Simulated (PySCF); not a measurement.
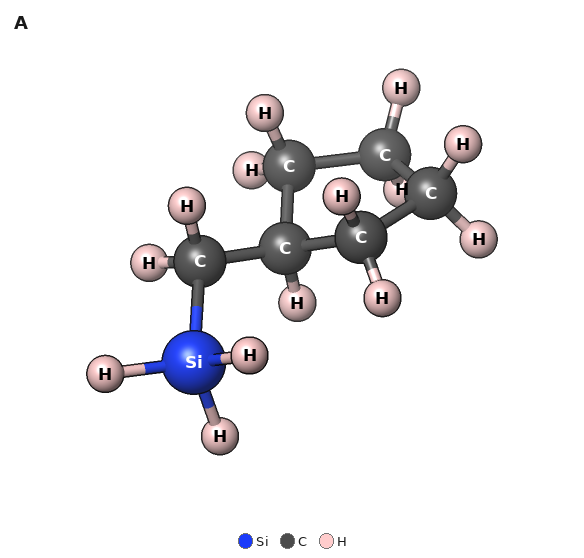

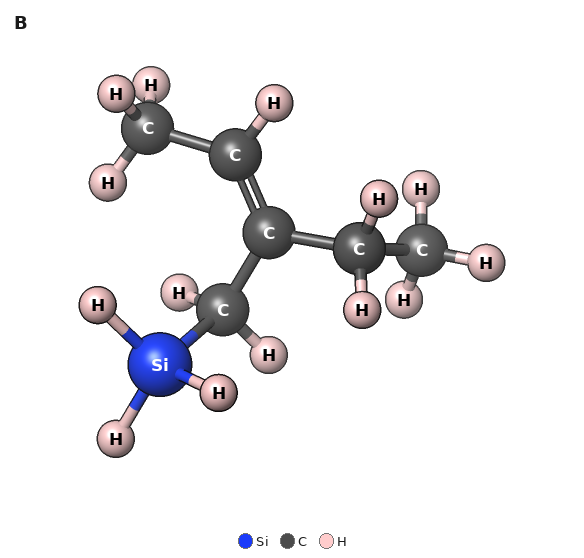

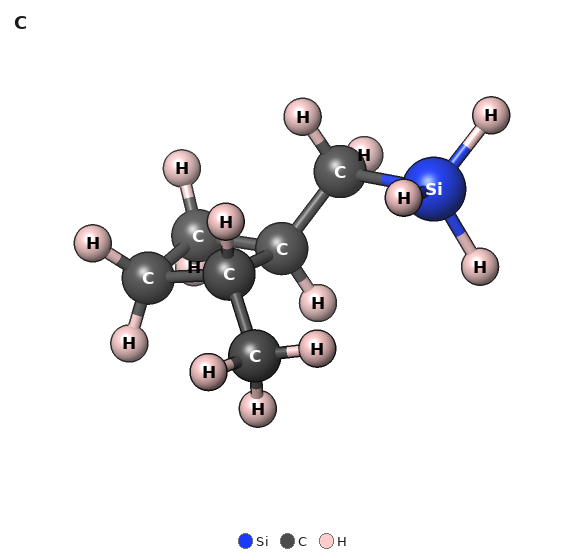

3 stationary structures of one formula. Geometries: GFN2-xTB. Electronic energies: PBE0/pcSseg-1 (PySCF 2.14.0), without zero-point energy. No frequency run is at hand to confirm each as a minimum. Each is one conformer, not always the lowest.

Which is lowest in energy, and by how much?

A is lowest; B lies 0.585 eV above it, C lies 0.707 eV above it. A is `[SiH3]CC1CCCC1`, B is `C/C=C(/CC)C[SiH3]`, C is `C[C@@H]1CC[C@H]1C[SiH3]`.

The geometry is semi-empirical. Around Si such bond lengths and angles can be off by a tenth of an ångström or more and by several degrees, and values that hang on the shape move with them.
